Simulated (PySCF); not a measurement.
**Cl5Ta, SMILES `Cl[Ta](Cl)(Cl)(Cl)Cl`: what the electrons do**

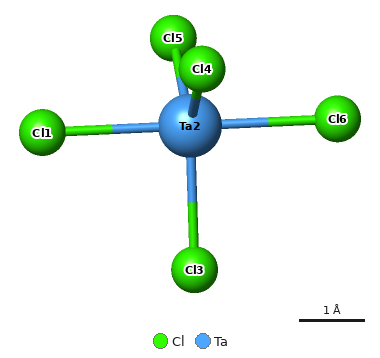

The molecule, with its atoms numbered as below. No frequency check shows the geometry to be a minimum.

Coordinates in Å:

```
Cl1      2.3099    0.0015   -0.0006
Ta2     -0.0000    0.0000    0.0001
Cl3      0.0020   -2.1820   -0.5821
Cl4     -0.0020    1.5952   -1.5985
Cl5      0.0000    0.5868    2.1808
Cl6     -2.3099   -0.0017    0.0002
```

Part 1: Bonding charge

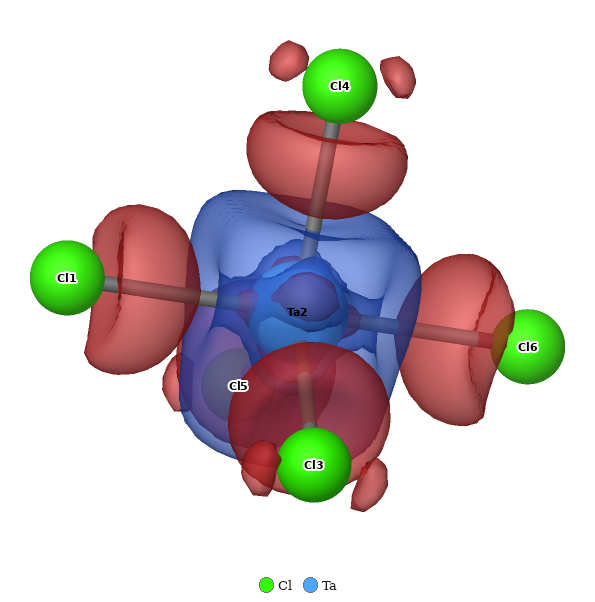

Deformation density (molecule less spherical, spin-averaged free atoms at the same positions), surfaces at ±0.05 e/Å³; red: gain, blue: loss.

PySCF calculation, ωB97X/def2-TZVP, gas phase; geometry: GFN2-xTB. Core potentials replace the inner electrons of Ta; spin–orbit coupling isn't included. This is a single-reference result, which may miss multireference character in this system.

Describe the bonding that the map shows.

Answer. Ta2–Cl5, Ta2–Cl4 and Ta2–Cl3: +0.13 e/Å³ at the bond critical point (bond length 2.26 Å, Mayer order 1.2). Cl1–Ta2 and Ta2–Cl6: +0.11 e/Å³ at the bond critical point (bond length 2.31 Å, Mayer order 1.2). In all, 1.3 electrons gather in the regions of gain relative to the promolecule. A small or negative value marks a very polar bond, one between electron-rich atoms, whose free-atom densities already overlap strongly, a long bond to a heavier atom, or a closed-shell contact such as a hydrogen bond.

Where do the Hirshfeld charges lie?

Answer. The highest Hirshfeld charge is on Ta2 (+0.65 e), the lowest on Cl1 and Cl6 (−0.17 e).

Part 2: Local ionisation energy

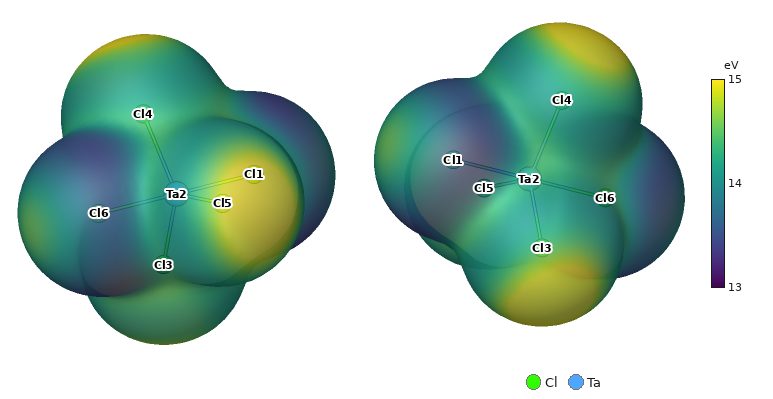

Average local ionisation energy on the surface of electron density 0.001 a.u. (back view left, front view right).

Locate the minima of the map.

Answer. The lowest value is 13.4 eV, 2.1 Å from Cl6, and at like points elsewhere. For comparison, the highest occupied orbital lies at −11.6 eV.

Part 3: In an electric field

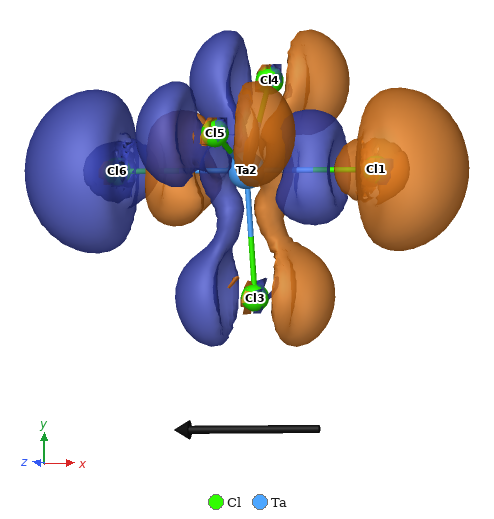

Change of the electron density in a uniform field of 0.21 V/Å along −x (arrow), surfaces at ±0.0015 e/Å³ (orange: gain, blue: loss).

Computed with PySCF, ωB97X/def2-TZVP, geometry: GFN2-xTB. Core potentials replace the inner electrons of Ta; spin–orbit coupling isn't included. This is a single-reference result, which may miss multireference character in this system. A basis without diffuse functions makes polarisabilities too small.

The field was applied in both directions; the picture shows the one opposite to the script's first.

What dipole is induced, and what polarisability does it imply?

Answer. The induced dipole is 1.18 D (along the field); α along this axis, from the fields in both directions, is 116 bohr³ (17.1 Å³).

The PySCF runs shown took 55 s and 2.3 min on 1 thread of Arm Neoverse V2 (shared host).
